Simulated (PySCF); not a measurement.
C7H15O (cation, charge +1), SMILES CCCCCC(C)=[OH+], GFN2-xTB optimised geometry. Atoms within 1.6 Å of the plane z = 0.0 Å (x, y, z in Å): C1 (-1.71, -0.73, 1.22), C2 (-1.17, 0.00, 0.00), C3 (0.36, 0.00, 0.00), C4 (0.89, 0.74, -1.23), C5 (2.46, 0.74, -1.21), H9 (-1.38, -1.76, 1.23), H10 (-2.80, -0.72, 1.21), H12 (-1.54, 1.03, 0.00), H13 (-1.54, -0.48, -0.91), H14 (0.72, -1.03, 0.01), H15 (0.72, 0.49, 0.91), H16 (0.52, 1.76, -1.23), H18 (2.80, -0.30, -1.18), H19 (2.78, 1.27, -0.32).

Calculation: PBE0/def2-SVP run with PySCF. Cells within 0.4 Å of a nucleus heavier than hydrogen are left out (blank, or x).

Map of the electron localisation function on the plane z = 0.0 Å:

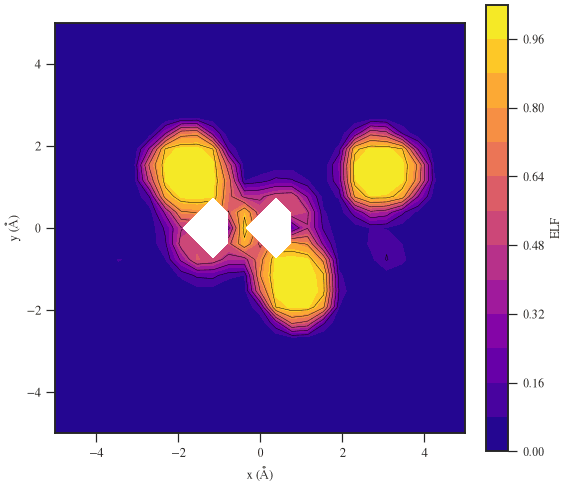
Electron localisation function on the plane z = 0.0 Å.
